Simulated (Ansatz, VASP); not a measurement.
# Cross-check of ZrSeBr between VASP and Ansatz

One calculation is typed for both programs; each brings its own data sets and cutoff. How far apart do they land? The cell is invented: As first built, before any earlier steps moved the atoms: it takes the ZrBrO structure with some of its atoms replaced by other elements, volume scaled by an estimate. It may not be a known or stable phase. The cell comes out of earlier VASP steps on this material, which relaxed, scaled or displaced it; both programs get it as it stands.

Method: plane waves, with VASP 6.6.1 beside it; relaxation of cell and atoms at PBE, in Ansatz 0.2.0.

## (1) Starting point

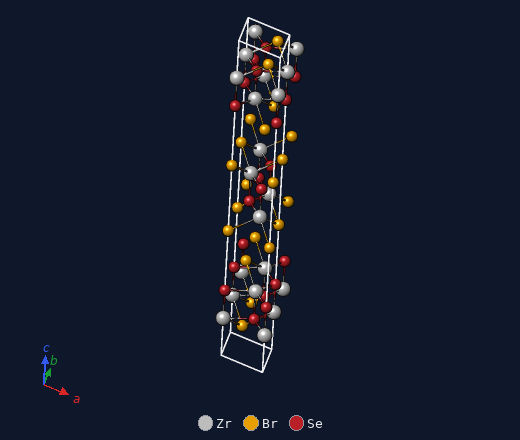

The starting structure, seen from a free direction (zirconium light grey, bromine orange, selenium red). 1×2×1 cells are drawn. This picture shows the conventional cell, with its axes. Bonds to atoms that aren't drawn are left out. Some periodic images of atoms are drawn too.

## (2) VASP: relaxation of cell and atoms, PBE

The relaxed volume is the usual yardstick between codes: its relative difference is about their pressure difference at one cell divided by the bulk modulus.

Lines of VASP's logs that name or quote its potential files are left out, and so is its time.

The input, INCAR:

```
SYSTEM = ZrSeBr
PREC = Accurate
ENCUT = 520
EDIFF = 1E-06
NELM = 100
ISMEAR = -1
SIGMA = 0.05
LREAL = .FALSE.
ALGO = Normal
GGA = PE
NBANDS = 31
LORBIT = 11
LWAVE = .FALSE.
LCHARG = .FALSE.
KPAR = 2
IBRION = 2
NSW = 60
ISIF = 3
EDIFFG = -0.01
```

The input, POSCAR:

```
ZrSeBr
1.0
    2.2951881674      1.3251276172      9.9447732262
   -2.2951881674      1.3251276172      9.9447732262
    0.0000000000     -2.6502552344      9.9447732262
Zr Br Se
2 2 2
Direct
    0.1181904367      0.1181904367      0.1181904367
    0.8818095633      0.8818095633      0.8818095633
    0.3962442707      0.3962442707      0.3962442707
    0.6037557293      0.6037557293      0.6037557293
    0.2069466795      0.2069466795      0.2069466795
    0.7930533205      0.7930533205      0.7930533205
```

The input, KPOINTS:

```
Automatic mesh
0
Gamma
6 6 6
0 0 0
```

PAW data sets: Zr_sv, Br and Se (PBE family, release 64).

On the command line:

```sh
mpirun -np 2 vasp_std
```

Numbers of over 12 decimals in the logs are rounded to 6 here.

The log of the run:

```text
[banner, memory and clock lines left out]
running    2 mpi-ranks, on    1 nodes
 distrk:  each k-point on    1 cores,    2 groups
 distr:  one band on    1 cores,    1 groups

 POSCAR found type information on POSCAR ZrBrSe
 POSCAR found :  3 types and       6 ions
 LDA part: xc-table for (Slater+PW92), standard interpolation
 POSCAR, INCAR and KPOINTS ok, starting setup
 FFT: planning ... GRIDC
 FFT: planning ... GRID_SOFT
 FFT: planning ... GRID
 WAVECAR not read
 entering main loop
       N       E                     dE             d eps       ncg     rms          rms(c)
DAV:   1     0.439881763182E+03    0.43988E+03   -0.23721E+04  2008   0.144E+03
DAV:   2     0.335132359311E+01   -0.43653E+03   -0.42607E+03  2539   0.354E+02
DAV:   3    -0.336036198009E+02   -0.36955E+02   -0.36701E+02  3042   0.900E+01
DAV:   4    -0.362031610511E+02   -0.25995E+01   -0.25903E+01  3360   0.205E+01
DAV:   5    -0.363337875736E+02   -0.13063E+00   -0.13058E+00  2636   0.312E+00    0.160E+01
DAV:   6    -0.337208109909E+02    0.26130E+01   -0.96823E+00  2255   0.130E+01    0.641E+00
DAV:   7    -0.337388487224E+02   -0.18038E-01   -0.87781E-01  3170   0.365E+00    0.296E+00
DAV:   8    -0.337355407232E+02    0.33080E-02   -0.94309E-02  2541   0.181E+00    0.552E-01
DAV:   9    -0.337351146936E+02    0.42603E-03   -0.15235E-02  2872   0.641E-01    0.221E-01
DAV:  10    -0.337356128053E+02   -0.49811E-03   -0.16279E-03  2474   0.203E-01    0.892E-02
DAV:  11    -0.337358170844E+02   -0.20428E-03   -0.26984E-04  2898   0.777E-02    0.363E-02
DAV:  12    -0.337358910836E+02   -0.73999E-04   -0.19131E-04  2594   0.694E-02    0.181E-02
DAV:  13    -0.337358985765E+02   -0.74928E-05   -0.28017E-05  2512   0.278E-02    0.679E-03
DAV:  14    -0.337359019474E+02   -0.33710E-05   -0.48722E-06  2164   0.970E-03    0.308E-03
DAV:  15    -0.337359027097E+02   -0.76228E-06   -0.10588E-06  1859   0.539E-03
   1 F= -.33735903E+02 E0= -.33720502E+02  d E =-.337359E+02
 curvature:   0.00 expect dE= 0.000E+00 dE for cont linesearch  0.000E+00
 trial: gam= 0.00000 g(F)=  0.659E-04 g(S)=  0.234E-03 ort = 0.000E+00 (trialstep = 0.100E+01)
 search vector abs. value=  0.300E-03
 bond charge predicted
       N       E                     dE             d eps       ncg     rms          rms(c)
DAV:   1    -0.337374330603E+02   -0.15311E-02   -0.58674E-02  2257   0.162E+00    0.313E-01
DAV:   2    -0.337363083846E+02    0.11247E-02   -0.40733E-03  2716   0.388E-01    0.120E-01
DAV:   3    -0.337359645595E+02    0.34383E-03   -0.11832E-03  2646   0.190E-01    0.466E-02
DAV:   4    -0.337359720125E+02   -0.74530E-05   -0.16150E-04  2969   0.436E-02    0.205E-02
DAV:   5    -0.337359732540E+02   -0.12415E-05   -0.53313E-05  2994   0.343E-02    0.144E-02
DAV:   6    -0.337359726266E+02    0.62738E-06   -0.11152E-05  2570   0.132E-02    0.302E-03
DAV:   7    -0.337359720999E+02    0.52676E-06   -0.92745E-07  1616   0.614E-03
   2 F= -.33735972E+02 E0= -.33720540E+02  d E =-.693902E-04
 trial-energy change:   -0.000069  1 .order   -0.000074   -0.000300    0.000152
 step:   0.6499(harm=  0.6632)  dis= 0.00072  next Energy=   -33.735999 (dE=-0.962E-04)
 bond charge predicted
       N       E                     dE             d eps       ncg     rms          rms(c)
DAV:   1    -0.337361769817E+02   -0.20436E-03   -0.71875E-03  2278   0.566E-01    0.110E-01
DAV:   2    -0.337360346779E+02    0.14230E-03   -0.50662E-04  2702   0.136E-01    0.420E-02
DAV:   3    -0.337359917088E+02    0.42969E-04   -0.14585E-04  2667   0.667E-02    0.164E-02
DAV:   4    -0.337359950944E+02   -0.33856E-05   -0.19604E-05  2915   0.152E-02    0.719E-03
DAV:   5    -0.337359978619E+02   -0.27675E-05   -0.60814E-06  2639   0.119E-02    0.492E-03
DAV:   6    -0.337359990828E+02   -0.12209E-05   -0.15779E-06  2008   0.457E-03    0.108E-03
DAV:   7    -0.337359992937E+02   -0.21091E-06   -0.27413E-07  1538   0.289E-03
   3 F= -.33735999E+02 E0= -.33720579E+02  d E =-.965840E-04
 curvature:  -0.33 expect dE=-0.517E-05 dE for cont linesearch -0.284E-07
 trial: gam= 0.03517 g(F)=  0.779E-05 g(S)=  0.783E-05 ort = 0.507E-05 (trialstep = 0.930E+00)
 search vector abs. value=  0.163E-04
 reached required accuracy - stopping structural energy minimisation
```

OUTCAR, selected parts (step 2):

```text
ion  position               nearest neighbor table
   1  0.118  0.118  0.118-   5 2.65   6 2.66   6 2.66   6 2.66   3 3.12   3 3.12   3 3.12
   2  0.882  0.882  0.882-   6 2.65   5 2.66   5 2.66   5 2.66   4 3.12   4 3.12   4 3.12
   3  0.396  0.396  0.396-   1 3.12   1 3.12   1 3.12
   4  0.604  0.604  0.604-   2 3.12   2 3.12   2 3.12
   5  0.207  0.207  0.207-   1 2.65   2 2.66   2 2.66   2 2.66
   6  0.793  0.793  0.793-   2 2.65   1 2.66   1 2.66   1 2.66

  LATTYP: Found a trigonal (rhomboedric) cell.
 ALAT       =    10.2918592318
 COS(alpha) =     0.9005330122

 Subroutine GETGRP returns: Found 12 space group operations
 (whereof 12 operations were pure point group operations)

The static configuration has the point symmetry D_3d.

 Found     32 irreducible k-points:

   k-points           NKPTS =     32   k-points in BZ     NKDIM =     32   number of bands    NBANDS=     31

   dimension x,y,z NGX =    80 NGY =   80 NGZ =   80
   dimension x,y,z NGXF=   160 NGYF=  160 NGZF=  160

   ENCUT  =  520.0 eV  38.22 Ry    6.18 a.u.  19.14 19.14 19.14*2*pi/ulx,y,z

   NELECT =      50.0000    total number of electrons

 k-points in reciprocal lattice and weights: Automatic mesh
   0.00000000  0.00000000  0.00000000       0.005
   0.16666667  0.00000000 -0.00000000       0.028
   0.33333333  0.00000000 -0.00000000       0.028
   0.50000000  0.00000000  0.00000000       0.014
   0.16666667  0.16666667 -0.00000000       0.028
   0.33333333  0.16666667  0.00000000       0.056
   0.50000000  0.16666667 -0.00000000       0.056
  -0.33333333  0.16666667  0.00000000       0.056
  -0.16666667  0.16666667  0.00000000       0.028
[...]
-0.33333333  0.50000000  0.33333333       0.028
   0.50000000  0.50000000  0.50000000       0.005

 average (electrostatic) potential at core
       1 -81.0407       2 -81.0407       3 -62.4662       4 -62.4662       5 -55.0592
       6 -55.0592

 E-fermi :   4.1691

 k-point     1 :       0.0000    0.0000    0.0000
  band No.  band energies     occupation
    ...
     22       1.0430      2.00000
     23       1.0430      2.00000
     24       1.4949      2.00000
     25       3.8866      1.99298
     26       3.8866      1.99298
     27       4.6851      0.00007
     28       5.1857      0.00000
     29       5.1857      0.00000
     30       6.1424      0.00000
     31       6.3968      0.00000

 k-point     2 :       0.1667    0.0000   -0.0000
  band No.  band energies     occupation
    ...
     21       0.9800      2.00000
     22       1.0874      2.00000
     23       1.1136      2.00000
     24       1.5677      2.00000
     25       4.0212      1.90111
     26       4.2538      0.31035
     27       4.6477      0.00014
     28       5.2756      0.00000
     29       5.4539      0.00000
     30       6.1405      0.00000
    ...

 k-point     3 :       0.3333    0.0000   -0.0000
  band No.  band energies     occupation
    ...
     21       1.0906      2.00000
     22       1.1578      2.00000
     23       1.4662      2.00000
     24       1.5562      2.00000
     25       4.1433      1.25172
     26       4.4486      0.00744
     27       4.8535      0.00000
     28       5.2802      0.00000
     29       5.4198      0.00000
     30       5.6539      0.00000
    ...

  Total       -0.0193326     -0.0193326      0.0150560      0.0000000      0.0000000      0.0000000
  in kB       -0.1704292     -0.1704292      0.1327283      0.0000000      0.0000000      0.0000000
  external PRESSURE =      -0.0693767 kB  Pullay stress =       0.0000000 kB

  energy-cutoff  :      520.00
  volume of cell :      181.74
      direct lattice vectors                 reciprocal lattice vectors
     2.296040929  1.325619959  9.951933819     0.217766153  0.125727336  0.033494328
    -2.296040929  1.325619959  9.951933819    -0.217766153  0.125727336  0.033494328
     0.000000000 -2.651239919  9.951933819     0.000000000 -0.251454673  0.033494328

 POSITION                                       TOTAL-FORCE (eV/Angst)
 -----------------------------------------------------------------------------------
      0.00000      0.00000      3.52795         0.000000      0.000000     -0.006162
      0.00000      0.00000     26.32785         0.000000      0.000000      0.006162
      0.00000      0.00000     11.82995         0.000000     -0.000000     -0.002978
      0.00000      0.00000     18.02586         0.000000      0.000000      0.002978
      0.00000      0.00000      6.17886         0.000000      0.000000     -0.005819
      0.00000      0.00000     23.67694         0.000000     -0.000000      0.005819
 -----------------------------------------------------------------------------------
    total drift:                                0.000000     -0.000000      0.000000

  FREE ENERGIE OF THE ION-ELECTRON SYSTEM (eV)
  ---------------------------------------------------
  free  energy   TOTEN  =       -33.7359992937 eV

  energy  without entropy=      -33.7051581061  energy(sigma->0) =      -33.72057870

 reached required accuracy - stopping structural energy minimisation

 total charge
# of ion       s       p       d       tot
------------------------------------------
    1        2.138   5.955   1.619   9.713
    2        2.138   5.955   1.619   9.713
    3        1.615   3.212   0.013   4.840
    4        1.615   3.212   0.013   4.840
    5        1.448   2.462   0.060   3.971
    6        1.448   2.462   0.060   3.971
--------------------------------------------------
tot         10.402  23.260   3.386  37.048

[... 3 further parts left out ...]
```

CONTCAR:

```
ZrSeBr
   1.00000000000000
     2.2960409290501329    1.3256199594918829    9.9519338194671683
    -2.2960409290501329    1.3256199594918829    9.9519338194671683
     0.0000000000000000   -2.6512399189837659    9.9519338194671683
  Zr              Br              Se
     2     2     2
Direct
     0.1181662419816091    0.1181662419816091    0.1181662419816091
     0.8818337580183909    0.8818337580183909    0.8818337580183909
     0.3962360846074833    0.3962360846074833    0.3962360846074833
     0.6037639153925167    0.6037639153925167    0.6037639153925167
     0.2069568368286697    0.2069568368286697    0.2069568368286697
     0.7930431631713303    0.7930431631713303    0.7930431631713303
```

(Continued in part 2 of 2.)

[Lines on the potential files, build, host, timing and source positions are cut from VASP's logs without a mark.]

[Logs are printed without paths, hosts, clocks, repeated set-up lines and the standing remarks that a program may print on its own settings, such as how far it seeks lower states.]

[Hosts, paths, dates, database ids (printed as entryN), source tags and the programs' standing remarks are cut or masked in the printed files.]
